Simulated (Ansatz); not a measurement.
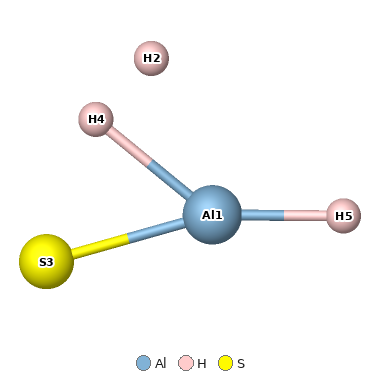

The system is the reacting system AlH₃S (fragments AlH₃S where the first distance is long, AlHS + H₂ where the second is long); the picture shows the reference structure. The first coordinate is: distance H2–H4 (bond that forms); the second: distance Al1–H2 (bond that breaks). Relaxed at each point: all other coordinates. Grid: 13 × 13 points. Points are written as (first, second). Energies are in eV, from the lowest grid point. Energies and slopes of some neighbouring points disagree (a jump in structure or state, or too coarse a mesh). The reference is spin-restricted, so regions where a bond is pulled apart into radicals lie too high. All numbers below come from Ansatz, RKS B3LYP-D4/def2-TZVP.

Its coordinates:

```xyz
5

Al   -0.3429    0.0089    0.6124
H     1.1270   -0.5230   -0.6407
S    -1.0642    1.0687   -0.9937
H     0.4338    0.0725   -1.0048
H    -0.1537   -0.6270    2.0266
```

Range: distance H2–H4 (bond that forms) from 0.666 to 2.466 Å; distance Al1–H2 (bond that breaks) from 1.368 to 2.868 Å.

**What will the energy surface look like?**

The lowest grid point is at (2.466 Å, 1.528 Å). It lies at the edge of the scanned range, so the true minimum may lie outside. The highest grid point, (1.584 Å, 2.868 Å), lies 3.32 eV above the lowest.

```tsv
second ↓, first →	0.666	0.747	0.858	0.984	1.122	1.269	1.423	1.584	1.750	1.922	2.099	2.280	2.466
2.868	1.14	1.00	1.16	1.58	2.14	2.70	3.14	3.32	3.27	3.19	3.11	3.04	2.97
2.713	1.15	1.01	1.16	1.58	2.12	2.64	3.01	3.04	2.96	2.87	2.78	2.70	2.63
2.562	1.17	1.02	1.17	1.57	2.09	2.57	2.79	2.73	2.63	2.52	2.43	2.34	2.26
2.415	1.19	1.04	1.18	1.57	2.07	2.46	2.50	2.40	2.28	2.16	2.05	1.96	1.88
2.272	1.22	1.07	1.20	1.58	2.04	2.27	2.19	2.05	1.91	1.78	1.66	1.57	1.49
2.133	1.26	1.11	1.25	1.61	1.98	2.01	1.87	1.70	1.54	1.40	1.28	1.18	1.09
1.999	1.33	1.18	1.32	1.65	1.85	1.75	1.57	1.38	1.20	1.04	0.92	0.81	0.73
1.870	1.45	1.28	1.41	1.69	1.69	1.51	1.30	1.09	0.90	0.74	0.61	0.50	0.42
1.748	1.59	1.43	1.54	1.70	1.56	1.33	1.08	0.85	0.66	0.49	0.36	0.25	0.17
1.633	1.81	1.64	1.75	1.74	1.50	1.23	0.96	0.72	0.51	0.34	0.20	0.10	0.02
1.528	2.10	1.93	2.04	1.86	1.56	1.25	0.96	0.71	0.50	0.33	0.19	0.08	0.00
1.435	2.49	2.33	2.36	2.10	1.76	1.42	1.12	0.86	0.64	0.46	0.32	0.22	0.14
1.368	2.88	2.71	2.70	2.38	2.02	1.67	1.35	1.08	0.86	0.68	0.54	0.44	0.36
```

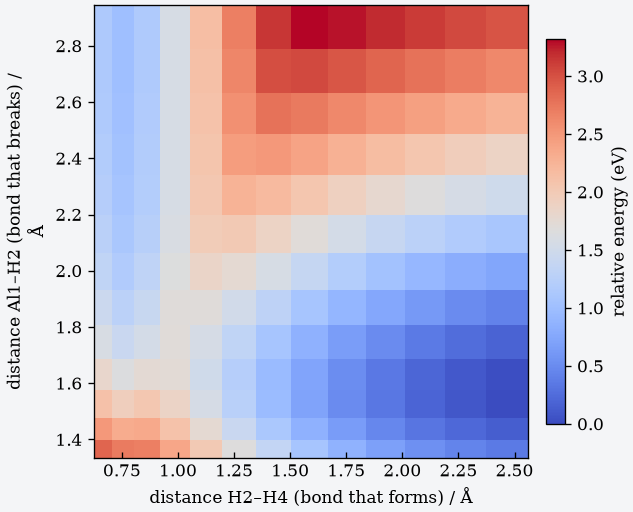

Drawn: one coloured cell a grid point.

Time for the 169 points that were run: 9.1 min on 1 thread of Intel(R) Xeon(R) 6975P-C (Granite Rapids), with other jobs on the host.
